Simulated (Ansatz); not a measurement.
ZnO (wurtzite)

Space group P6₃mc (No. 186); a = 3.280 Å, b = 3.280 Å, c = 5.294 Å, α = 90.00°, β = 90.00°, γ = 120.00°

| atom | site | symmetry | x | y | z |
|---|---|---|---|---|---|
| Zn | 2b | 3m. | 0.6667 | 0.3333 | 0.0021 |
| O | 2b | 3m. | 0.3333 | 0.6667 | 0.1231 |

Grid over V/V₀ and (c/a)/(c/a)₀, subscript 0 meaning the relaxed cell; the conventional c axis lies along z; no internal relaxation.

Method: PBE (plane waves to 420 eV, PAW, scalar-relativistic; Ansatz, an electronic-structure program). k mesh 12×12×6 (Γ-centred), Fermi-Dirac smearing 0.05 eV. The energy includes the smearing's −TS. As the atoms are clamped, bonds stretch with the cell, which overstates energies and stresses. The PAW data are Ansatz's earlier set. ZnO was relaxed with its symmetry unable to fall. ΔE is measured from the relaxed starting cell.

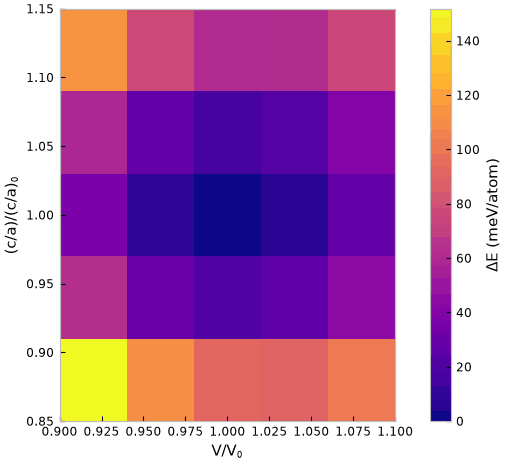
Figure: ΔE (meV/atom) over the 5×5 grid of computed points.

The modulus against c/a change at fixed volume, (3/4V)·∂²E/∂(ln c/a)² (fit, atoms clamped) is 100 GPa, an upper bound as the atoms could relax. Lowest place on the grid: V/V₀ = 1.000, (c/a)/(c/a)₀ = 1.000 (0.0 meV/atom). Highest place on the grid: V/V₀ = 0.920, (c/a)/(c/a)₀ = 0.880 (151.8 meV/atom).

Near the relaxed cell σzz − σxx = −2Cδ (compression positive), C being this modulus and δ the logarithm of the ratio.

(Under strain, the slope of the energy per volume gives the stress and its curvature an elastic modulus.)
